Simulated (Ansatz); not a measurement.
# Geometry relaxation of C$_{2}$H$_{6}$O$_{4}$ (part 2 of 2)

Continued. System: C$_{2}$H$_{6}$O$_{4}$. Method: RKS PBE0-D4/def2-SVP (Ansatz 0.2.0). It belongs to a series of runs on one base structure; here: end point A relaxed.

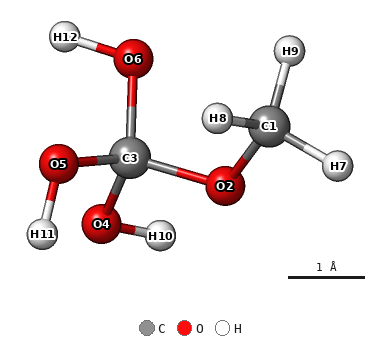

The geometry at step 6 of the log (ball-and-stick view, seen at a tilt; atoms are numbered from 1 in the order of the input).

## Trajectory as extended XYZ, continued
```
12
Properties=species:S:1:pos:R:3:forces:R:3 step=3 energy=-10341.32119
C    -0.3698   -0.9140    1.3427   -0.0172  -0.2086   0.1104
O     0.5809   -0.7416    0.3263    0.0559   0.0360  -0.0568
C     0.3117    0.2833   -0.5564   -0.2229   0.0587   0.0969
O     1.2444    0.2328   -1.5466    0.8510   0.2336  -0.3417
O    -0.9440    0.1529   -1.1362    0.1037  -0.2098  -0.4375
O     0.3518    1.4959    0.1062   -0.3332   0.0971   0.1625
H     0.0099   -1.7114    1.9973   -0.0213   0.0400  -0.0054
H    -1.3457   -1.2298    0.9283    0.0772   0.1004   0.0679
H    -0.5006    0.0045    1.9403   -0.0185  -0.0065  -0.0487
H     2.0295    0.7512   -1.2837   -0.6290  -0.3943  -0.0127
H    -0.8224   -0.3373   -1.9709   -0.0417   0.2700   0.5092
H    -0.4686    1.9582   -0.1134    0.1959  -0.0166  -0.0442
12
Properties=species:S:1:pos:R:3:forces:R:3 step=4 energy=-10341.33241
C    -0.3181   -0.9434    1.3510   -0.3382   0.8274  -0.2290
O     0.5591   -0.7411    0.2631    0.3778  -0.4281   0.2348
C     0.2784    0.3140   -0.5857   -0.5739  -0.4557   0.2564
O     1.2482    0.3049   -1.5669   -0.2092   0.3901   0.5288
O    -0.9553    0.1708   -1.1974    0.0786   0.2194   0.0494
O     0.2348    1.4835    0.1528    0.1664  -0.1751  -0.1762
H     0.0114   -1.7731    1.9959    0.2401   0.0527  -0.3808
H    -1.3426   -1.1300    0.9900   -0.0171  -0.2284  -0.0265
H    -0.3730   -0.0169    1.9445    0.0551  -0.0723   0.2167
H     2.0324    0.6409   -1.1169    0.2418  -0.1018  -0.2057
H    -0.8132   -0.3689   -1.9788   -0.0175  -0.1651  -0.1923
H    -0.4849    2.0041   -0.2177   -0.0038   0.1370  -0.0755
12
Properties=species:S:1:pos:R:3:forces:R:3 step=5 energy=-10341.43456
C    -0.3081   -0.9105    1.3465    0.0075  -0.1054   0.3288
O     0.5832   -0.6845    0.2895   -0.0830   0.1252  -0.2726
C     0.2284    0.3396   -0.5680    0.1366  -0.0366  -0.0587
O     1.2183    0.4142   -1.5217   -0.0211   0.0621  -0.1008
O    -0.9660    0.1246   -1.2240   -0.0064  -0.0229  -0.0473
O     0.0992    1.4953    0.1680   -0.0908   0.0401   0.0773
H     0.0082   -1.8509    1.8188   -0.0590   0.0171   0.0378
H    -1.3517   -1.0150    0.9996    0.1031   0.0212  -0.0609
H    -0.2571   -0.0957    2.0872   -0.0643  -0.0295   0.0130
H     2.0577    0.5041   -1.0545   -0.0136  -0.0696   0.0122
H    -0.7915   -0.4789   -1.9579    0.0468   0.0282   0.0801
H    -0.4433    2.1027   -0.3496    0.0442  -0.0298  -0.0090
12
Properties=species:S:1:pos:R:3:forces:R:3 step=6 energy=-10341.44886
C    -0.2947   -0.9170    1.3495    0.0056   0.0226  -0.0428
O     0.5887   -0.6461    0.2848    0.0255  -0.0750   0.0794
C     0.2127    0.3718   -0.5634   -0.1560   0.0519  -0.0271
O     1.2055    0.4823   -1.5124    0.0200  -0.0125  -0.0030
O    -0.9738    0.1279   -1.2286    0.0339   0.0018  -0.0204
O     0.0334    1.5126    0.1853    0.0710  -0.0023   0.0368
H     0.0426   -1.8533    1.8132    0.0122   0.0062  -0.0056
H    -1.3245   -1.0478    0.9773    0.0156   0.0052   0.0232
H    -0.2835   -0.1096    2.0991   -0.0068  -0.0104  -0.0205
H     2.0454    0.3645   -1.0511   -0.0164   0.0013   0.0007
H    -0.7759   -0.4989   -1.9349    0.0187  -0.0003  -0.0045
H    -0.3988    2.1583   -0.3849   -0.0233   0.0117  -0.0162
12
Properties=species:S:1:pos:R:3:forces:R:3 step=7 energy=-10341.44993
C    -0.2953   -0.9174    1.3491    0.0012  -0.0007   0.0125
O     0.5813   -0.6544    0.2801    0.0227   0.0031  -0.0095
C     0.2102    0.3708   -0.5658    0.0011  -0.0094  -0.0205
O     1.2069    0.4742   -1.5129   -0.0102   0.0014  -0.0010
O    -0.9738    0.1367   -1.2353   -0.0015   0.0019   0.0015
O     0.0443    1.5110    0.1862    0.0025  -0.0053   0.0097
H     0.0551   -1.8427    1.8251   -0.0093   0.0040  -0.0008
H    -1.3255   -1.0631    0.9851   -0.0058  -0.0060   0.0076
H    -0.2897   -0.0997    2.0868   -0.0056   0.0013  -0.0024
H     2.0442    0.3633   -1.0462    0.0011  -0.0046   0.0002
H    -0.7750   -0.4876   -1.9439    0.0100   0.0092   0.0046
H    -0.4053    2.1538   -0.3744   -0.0063   0.0052  -0.0020
12
Properties=species:S:1:pos:R:3:forces:R:3 step=8 energy=-10341.45001
C    -0.2960   -0.9190    1.3482    0.0086   0.0072   0.0095
O     0.5852   -0.6504    0.2840    0.0059  -0.0062  -0.0081
C     0.2113    0.3724   -0.5637   -0.0017  -0.0110  -0.0197
O     1.2046    0.4719   -1.5148   -0.0039   0.0028   0.0010
O    -0.9753    0.1372   -1.2282    0.0036   0.0034  -0.0042
O     0.0493    1.5148    0.1856   -0.0002  -0.0012   0.0139
H     0.0607   -1.8384    1.8305   -0.0046   0.0018  -0.0006
H    -1.3223   -1.0771    0.9782   -0.0031  -0.0039   0.0045
H    -0.3037   -0.0979    2.0820   -0.0073   0.0025   0.0032
H     2.0430    0.3560   -1.0511    0.0011  -0.0026  -0.0032
H    -0.7764   -0.4807   -1.9423    0.0061   0.0050   0.0040
H    -0.4032    2.1560   -0.3746   -0.0045   0.0022  -0.0003
```

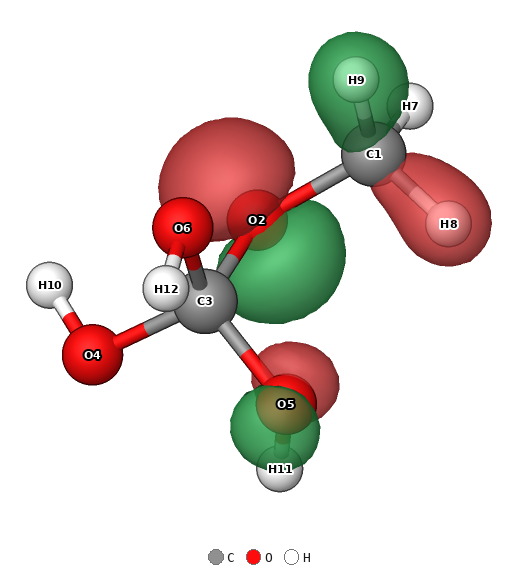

The HOMO at ±0.2 Å⁻³ᐟ² (green and red are the two phases), seen at an oblique angle. Its energy is −8.02 eV.

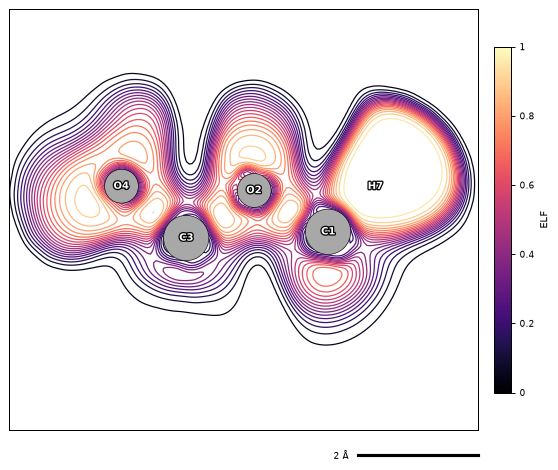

ELF on the plane of atoms O2, C3 and O4. Grey discs, where drawn, cover atomic cores. Atoms in the plane: C, O and H. C–O (1.38 Å): the ELF peaks at about 0.90 between the atoms (a shared but strongly polarised pair). C–H (1.10 Å): the ELF climbs to about 1 towards the hydrogen, as it does in any bond to H; a covalent bond by its length.

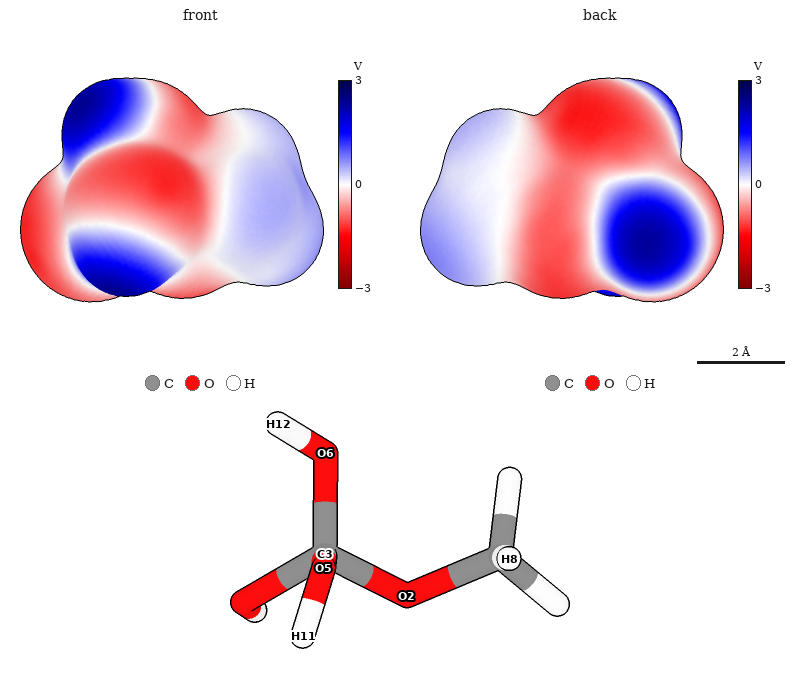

The molecular electrostatic potential painted on the density surface at 0.002 e/bohr³, seen face on and from behind; red is negative and blue positive. The bare structure is drawn below in the same view.

This output came from the following input.

## The input
```yaml
crystal:
  periodic: [false, false, false]
  atoms:
    - { symbol: C, position_ang: [-0.3374, -0.9441, 1.3963] }
    - { symbol: O, position_ang: [0.5443, -0.8405, 0.3194] }
    - { symbol: C, position_ang: [0.2641, 0.2153, -0.5827] }
    - { symbol: O, position_ang: [1.3121, 0.2224, -1.6018] }
    - { symbol: O, position_ang: [-0.9417, 0.1145, -1.2157] }
    - { symbol: O, position_ang: [0.3677, 1.4942, 0.0116] }
    - { symbol: H, position_ang: [-0.0875, -1.739, 2.0314] }
    - { symbol: H, position_ang: [-1.361, -1.0537, 1.0034] }
    - { symbol: H, position_ang: [-0.3517, 0.03, 2.0303] }
    - { symbol: H, position_ang: [1.8723, 0.8667, -1.2334] }
    - { symbol: H, position_ang: [-0.6716, -0.2025, -2.0495] }
    - { symbol: H, position_ang: [-0.5324, 1.7815, -0.0754] }
basis:
  gaussian: { orbitals: def2-SVP }
hamiltonian:
  xc: pbe0
  dispersion: d4
relax:
  f_tol: 0.02
  max_steps: 50
output:
  orbitals: {}
```

Launch command:
```bash
ansatz run input.yaml --threads 2 --pin off --max-ram 3072MiB --backend cpu --events-out ev --progress --plain --runs-dir out
```

## Key numbers

```csv
quantity,value
outcome,converged
total energy,−10341.4500 eV
mean-field energy,−10341.2750 eV
largest force (length of the vector) at the end,0.023 eV/Å
hardware,"2 threads of Arm Neoverse N1, 16 GiB of memory available, shared host"
wall time,45 s (CPU time 88 s)
peak memory,0.27 GiB
```
